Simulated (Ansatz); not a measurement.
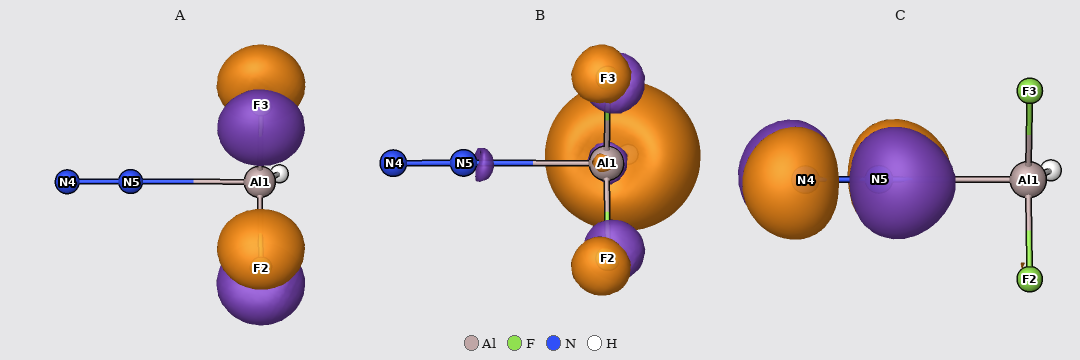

Figure 1: AlF2HN2. Three frontier orbitals at ±0.15 Å⁻³ᐟ² (orange and purple are the two phases), in no order.

Geometry: r2SCAN-D4/def2-SVP.

These are results of isolated molecule in a Gaussian basis; Kohn-Sham density functional theory, functional PBE0 in Ansatz 0.2.0, not measurements.

The calculation's input:

```
crystal:
  periodic: [false, false, false]
  atoms:
    - {symbol: Al, position_ang: [0.246101, 1.149480, -0.023635]}
    - {symbol: F, position_ang: [1.748525, 1.745748, -0.424273]}
    - {symbol: F, position_ang: [0.145804, 0.249314, 1.373878]}
    - {symbol: N, position_ang: [0.810741, -1.610143, -1.820379]}
    - {symbol: N, position_ang: [0.586080, -0.692495, -1.254997]}
    - {symbol: H, position_ang: [-1.046417, 1.729214, -0.693225]}
basis:
  gaussian:
    orbitals: def2-TZVPD
hamiltonian:
  xc: {name: PBE0}
output: {forces: true, orbitals: {seedname: orbitals}}
```

Launched as:

```sh
ansatz run input.yaml --threads 1 --pin off --max-ram 2610MiB --events-out events.jsonl --progress --plain --runs-dir runs
```

### Which picture is the HOMO−1, the HOMO and the LUMO?

A is the HOMO−1 (−11.10 eV). By Hirshfeld shares it lies mainly on F2 (about 45 %) and F3 (about 45 %); largely a combination of lone pairs on F2 and F3. B is the HOMO (−9.60 eV). By Hirshfeld shares it lies mainly on H6 (about 50 %), Al1 (about 35 %), F3 (about 10 %) and F2 (about 10 %). C is the LUMO (−2.44 eV). Its weight (Hirshfeld) is mainly on N4 (about 50 %) and N5 (about 40 %); π-antibonding (π*) across N4–N5.

### What is the HOMO–LUMO gap?

7.16 eV between the orbital energies.
